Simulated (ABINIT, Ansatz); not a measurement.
# Converging GW for BaNaH6Ir (F-43m) in ABINIT, part 2 of 2

Aim: raise bands and screening cutoff together for BaNaH6Ir (F-43m) and follow gap and time.

ABINIT 10.8.3; LDA and many-body steps on it, plane waves. Known limits of the many-body steps: not at the basis limit; no spin polarisation; d states lean on the start; no spin-orbit coupling; coarse k mesh.

So far. Step 3 (Screening, 2×2×2 mesh, 45 bands, screening to 62.6 eV): Local fields lower ε∞ by 17 %. On a Γ-centred mesh this coarse the value itself is usually too large, while a short band sum pulls it down. Step 4 (45 bands, 62.6 eV): The gap on the mesh goes from 2.99 eV to 4.17 eV, a correction of +1.18 eV.

## 6. 100 bands, 114.3 eV

This step: G0W0 on LDA, plane waves, norm-conserving pseudopotentials.

File run.abi:

```
acell 3*1.0 Angstrom
rprim 
  -0.000000000000 3.922549000000 3.922549000000
  3.922549000000 -0.000000000000 3.922549000000
  3.922549000000 3.922549000000 -0.000000000000
ntypat 4
znucl 11 56 1 77
natom 9
typat 1 2 3 3 3 3 3 3 4
xred 
  0.250000000000 0.250000000000 0.250000000000
  0.750000000000 0.750000000000 0.750000000000
  0.784973000000 0.215027000000 0.215027000000
  0.215027000000 0.784973000000 0.215027000000
  0.784973000000 0.784973000000 0.215027000000
  0.215027000000 0.784973000000 0.784973000000
  0.784973000000 0.215027000000 0.784973000000
  0.215027000000 0.215027000000 0.784973000000
  0.000000000000 0.000000000000 0.000000000000
pp_dirpath "pseudos"
pseudos "Na.upf, Ba.upf, H.upf, Ir.upf"
ecut 38
ngkpt 2 2 2
nshiftk 1
shiftk 0 0 0
kptopt 1
chksymbreak 0
istwfk *1
occopt 1
irdwfk 1
optdriver 4
nband 100
gwcalctyp 0
ecutsigx 38
symsigma 1
nkptgw 2
kptgw 
  0.0000000000 0.0000000000 0.0000000000
  0.5000000000 0.5000000000 0.0000000000
bdgw 
  19 24
  20 23
ecuteps 4.2
irdscr 1
ppmodel 1
indata_prefix "in"
outdata_prefix "out"
tmpdata_prefix "tmp"
```

Command:

```console
OMP_NUM_THREADS=1 mpirun -n 4 abinit run.abi > log
```

Numbers of over 12 decimals in the logs are rounded to 6 here.

What it wrote:

```text
.Version 10.8.3 of ABINIT. v10.8.2 released Aug 2026.

 Symmetries : space group F-4 3 m (#216); Bravais cF (face-center cubic)
[... echo of the input left out ...]
== DATASET  1 ==================================================================
-   mpi_nproc: 4, omp_nthreads: 1 (-1 if OMP is not activated)

--- !DatasetInfo
iteration_state: {dtset: 1, }
dimensions: {natom: 9, nkpt: 3, mband: 100, nsppol: 1, nspinor: 1, nspden: 1, mpw: 9185, }
cutoff_energies: {ecut:  38.0, pawecutdg:  -1.0, }
electrons: {nelect:   4.20000000E+01, charge:   0.00000000E+00, occopt:   1.00000000E+00, tsmear:   1.00000000E-02, }

 SIGMA: Calculation of the GW corrections

 Based on a program developped by R.W. Godby, V. Olevano, G. Onida, and L. Reining.
 Incorporated in ABINIT by V. Olevano, G.-M. Rignanese, and M. Torrent.
.Using double precision arithmetic ; gwpc =  8

[... cell and pseudopotentials left out ...]
--------------------------------------------------------------------------------

 ==== K-mesh for the wavefunctions ====
 Number of points in the irreducible wedge :     3
[... list of points left out ...]
 Together with 24 symmetry operations and time-reversal symmetry
 yields     8 points in the full Brillouin Zone.

 ==== Q-mesh for screening function ====
 Number of points in the irreducible wedge :     3
[... list of points left out ...]
 Together with 24 symmetry operations and time-reversal symmetry
 yields     8 points in the full Brillouin Zone.

 vcoul_init : cutoff-mode = AUXILIARY_FUNCTION
 q-points for optical limit:   1
     1)      0.000010    0.000020    0.000030
 setmesh: FFT mesh size selected  =    60x   60x   60
          total number of points  =       216000

 Number of electrons calculated from density =   42.0000; Expected =   42.0000
[...]
number of omega for Sigma on real axis              0
 max omega for Sigma on real axis  [eV]           0.00
 zcut for avoiding poles [eV]                     0.10

 EPSILON^-1 parameters (SCR file):
 dimension of the eps^-1 matrix on file            331
 dimension of the eps^-1 matrix used               331
 number of plane-waves for wavefunctions          9185
 number of bands                                   100
 number of q-points in IBZ                           3
 number of frequencies                               2
 number of real frequencies                          1
 number of imag frequencies                          1

 matrix elements of self-energy operator (all in [eV])

 Perturbative Calculation

--- !SelfEnergy_ee
iteration_state: {dtset: 1, }
kpoint     : [   0.000,    0.000,    0.000, ]
spin       : 1
KS_gap     :    4.356
QP_gap     :    5.357
Delta_QP_KS:    1.001
data: !SigmaeeData |
     Band     E0 <VxcDFT>   SigX SigC(E0)      Z dSigC/dE  Sig(E)    E-E0       E
       19   1.722 -18.170 -21.641   3.758   0.782  -0.279 -17.946   0.223   1.945
       20   1.722 -18.170 -21.641   3.758   0.782  -0.279 -17.946   0.223   1.945
       21   1.722 -18.170 -21.641   3.758   0.782  -0.279 -17.946   0.223   1.945
[...]
--- !SelfEnergy_ee
iteration_state: {dtset: 1, }
kpoint     : [   0.500,    0.500,    0.000, ]
spin       : 1
KS_gap     :    3.020
QP_gap     :    4.219
Delta_QP_KS:    1.198
data: !SigmaeeData |
     Band     E0 <VxcDFT>   SigX SigC(E0)      Z dSigC/dE  Sig(E)    E-E0       E
[...]
22   4.712 -11.462  -7.150  -2.634   0.833  -0.201 -10.065   1.397   6.109
       23   6.945 -11.156  -6.632  -2.814   0.833  -0.200  -9.731   1.425   8.370

== END DATASET(S) ==============================================================
================================================================================

 -outvars: echo values of variables after computation  --------
           etotal      0.0000000000E+00
            nband         100
             nkpt           3
          spgroup         216
 [... the other variables as echoed above ...]

 Calculation completed.
```

Elapsed: 9.8 s, on 4 MPI ranks of Arm Neoverse V1, shared host; peak memory 0.96 GiB; 39 s of CPU time.

Numbers from this step:

```yaml
g0w0_gap_on_the_points_computed: 4.164 eV
starting_gap_on_the_mesh: 2.990 eV
k_of_the_valence_top: 0, 0, 0
k_of_the_conduction_bottom: 0.5, 0.5, 0
z_at_the_valence_top: 0.782
z_at_the_conduction_bottom: 0.833
least_direct_g0w0_gap_on_the_computed_points: 4.219 eV
```

Against G0W0 in ABINIT (2×2×2 mesh, 45 bands, screening to 62.6 eV, Godby-Needs plasmon pole), the gap moves by −0.002 eV.

## 7. Screening, 2×2×2 mesh, 217 bands, screening to 176.9 eV

This step: RPA screening on LDA, plane waves, norm-conserving pseudopotentials.

run.abi: that of step 6 with these lines changed.

```diff
@@ -30,17 +30,8 @@
 irdwfk 1
-optdriver 4
-nband 100
-gwcalctyp 0
-ecutsigx 38
-symsigma 1
-nkptgw 2
-kptgw 
-  0.0000000000 0.0000000000 0.0000000000
-  0.5000000000 0.5000000000 0.0000000000
-bdgw 
-  19 24
-  20 23
-ecuteps 4.2
-irdscr 1
-ppmodel 1
+optdriver 3
+nband 217
+ecuteps 6.5
+inclvkb 2
+awtr 1
+symchi 1
 indata_prefix "in"
```

What it wrote:

```text
.Version 10.8.3 of ABINIT. v10.8.2 released Aug 2026.

 Symmetries : space group F-4 3 m (#216); Bravais cF (face-center cubic)
[... echo of the input left out ...]
== DATASET  1 ==================================================================
-   mpi_nproc: 4, omp_nthreads: 1 (-1 if OMP is not activated)

--- !DatasetInfo
iteration_state: {dtset: 1, }
dimensions: {natom: 9, nkpt: 3, mband: 217, nsppol: 1, nspinor: 1, nspden: 1, mpw: 9185, }
cutoff_energies: {ecut:  38.0, pawecutdg:  -1.0, }
[...]
--------------------------------------------------------------------------------
[... chi0 elements left out ...]
 For q-point:  0.000010 0.000020 0.000030
  dielectric constant =   4.1046
  dielectric constant without local fields =   5.0447

  Average fulfillment of the sum rule on Im[epsilon] for q-point    1 :     76.73  [%]
[... wings left out ...]
  q-point number  2        q = ( 0.500000, 0.000000, 0.000000) [r.l.u.]
--------------------------------------------------------------------------------
[... chi0 elements left out ...]
  Average fulfillment of the sum rule on Im[epsilon] for q-point    2 :     81.39  [%]

 [... 1 further q-points ...]
```

Wall time 50 s (4 MPI ranks); peak memory 2.3 GiB; 3.3 min of CPU time.

This step gave:

| Property | Result |
| --- | --- |
| ε∞ with local fields, on this mesh, along the program's q direction | 4.105 |
| the same without local fields | 5.045 |
| plasma frequency | 21.90 eV |
| plane waves in the screening matrix | 645 |

## 8. 217 bands, 176.9 eV

This step: G0W0 on LDA, plane waves, norm-conserving pseudopotentials.

run.abi: that of step 7 with these lines changed.

```diff
@@ -30,8 +30,17 @@
 irdwfk 1
-optdriver 3
+optdriver 4
 nband 217
+gwcalctyp 0
+ecutsigx 38
+symsigma 1
+nkptgw 2
+kptgw 
+  0.0000000000 0.0000000000 0.0000000000
+  0.5000000000 0.5000000000 0.0000000000
+bdgw 
+  19 24
+  20 23
 ecuteps 6.5
-inclvkb 2
-awtr 1
-symchi 1
+irdscr 1
+ppmodel 1
 indata_prefix "in"
```

What it wrote:

```text
.Version 10.8.3 of ABINIT. v10.8.2 released Aug 2026.

 Symmetries : space group F-4 3 m (#216); Bravais cF (face-center cubic)
[... echo of the input left out ...]
== DATASET  1 ==================================================================
-   mpi_nproc: 4, omp_nthreads: 1 (-1 if OMP is not activated)

--- !DatasetInfo
iteration_state: {dtset: 1, }
dimensions: {natom: 9, nkpt: 3, mband: 217, nsppol: 1, nspinor: 1, nspden: 1, mpw: 9185, }
cutoff_energies: {ecut:  38.0, pawecutdg:  -1.0, }
[...]
Band     E0 <VxcDFT>   SigX SigC(E0)      Z dSigC/dE  Sig(E)    E-E0       E
[...]
22   4.712 -11.462  -7.150  -2.916   0.830  -0.204 -10.303   1.158   5.870
       23   6.945 -11.156  -6.632  -3.130   0.831  -0.203  -9.998   1.158   8.103

== END DATASET(S) ==============================================================
================================================================================

 -outvars: echo values of variables after computation  --------
           etotal      0.0000000000E+00
            nband         217
             nkpt           3
          spgroup         216
 [... the other variables as echoed above ...]

 Calculation completed.
```

Elapsed: 42 s, on 4 MPI ranks; peak memory 1.9 GiB.

Numbers from this step:

```yaml
g0w0_gap_on_the_points_computed: 4.238 eV
starting_gap_on_the_mesh: 2.990 eV
k_of_the_valence_top: 0, 0, 0
k_of_the_conduction_bottom: 0.5, 0.5, 0
least_direct_g0w0_gap_on_the_computed_points: 4.298 eV
```

Against G0W0 in ABINIT (2×2×2 mesh, 100 bands, screening to 114.3 eV, Godby-Needs plasmon pole), the gap moves by +0.074 eV.

## 9. The runs together

Times are wall times on 4 MPI ranks of Arm Neoverse V1, shared host, good to a factor of about two. A run's time includes the screening step that it read.

| run | mesh | bands | screening cutoff (eV) | DFT gap (eV) | gap on the mesh (eV) | direct (eV) | ε∞ used | time |
| --- | --- | --- | --- | --- | --- | --- | --- | --- |
| 45 bands, 62.6 eV | 2×2×2 | 45 | 62.6 | 2.990 | 4.166 | 4.203 | 4.08 | 13 s |
| 100 bands, 114.3 eV | 2×2×2 | 100 | 114.3 | 2.990 | 4.164 | 4.219 | 4.10 | 27 s |
| 217 bands, 176.9 eV | 2×2×2 | 217 | 176.9 | 2.990 | 4.238 | 4.298 | 4.10 | 92 s |

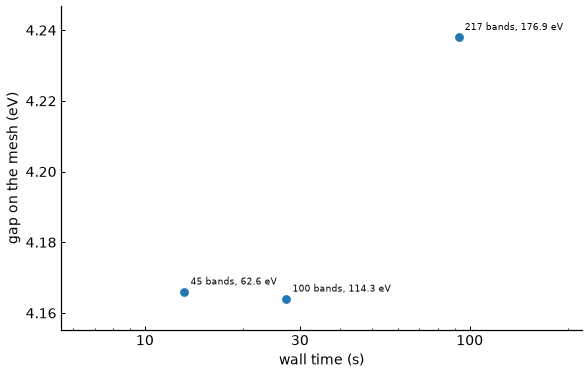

Result against wall time.

## 10. Summary of results

* 45 bands, 62.6 eV: 4.166 eV
* 100 bands, 114.3 eV: 4.164 eV
* 217 bands, 176.9 eV: 4.238 eV
* known limits: not at the basis limit; no spin polarisation; d states lean on the start; no spin-orbit coupling; coarse k mesh

**Reading.** From the first rung to the last the gap moves by +0.07 eV for 7.0 times the time. The gap turns back along the series, so no limit is drawn from it. In the G0W0 runs levels were corrected at 2 k points alone, so a gap called «on the mesh» is the least over those, and an edge elsewhere would be missed. The 2×2×2 mesh is coarse for this cell, which bears on the long-range parts of exchange and screening. The runs have no spin polarisation. For a closed low-spin shell that is the natural state; where a d or f shell is open it is a constraint, and the gap is then not the crystal's own. With d states at the gap, one-shot GW leans hard on its start. The many-body steps are scalar-relativistic: spin-orbit coupling is not in them.

[Paths, hosts, dates, memory and timing lines, banners, echoed tables and standing remarks are left out of the program output.]

[Logs are printed without paths, hosts, clocks, repeated set-up lines and the standing remarks that a program may print on its own settings, such as how far it seeks lower states.]

[Runs of the session that timed out or met a known fault of the program may be left out.]

[Hosts, paths, dates, database ids (printed as entryN), source tags and the programs' standing remarks are cut or masked in the printed files.]

[G0W0 gaps are taken among the corrected bands and points alone; a level outside them can change the order at an edge.]

[Where Ansatz stands beside ABINIT at settings called matched, ABINIT's density can come from a denser mesh and the files from another edition; pairs whose starting gaps differed by over 0.03 eV were left out, so agreement reads better than it is.]
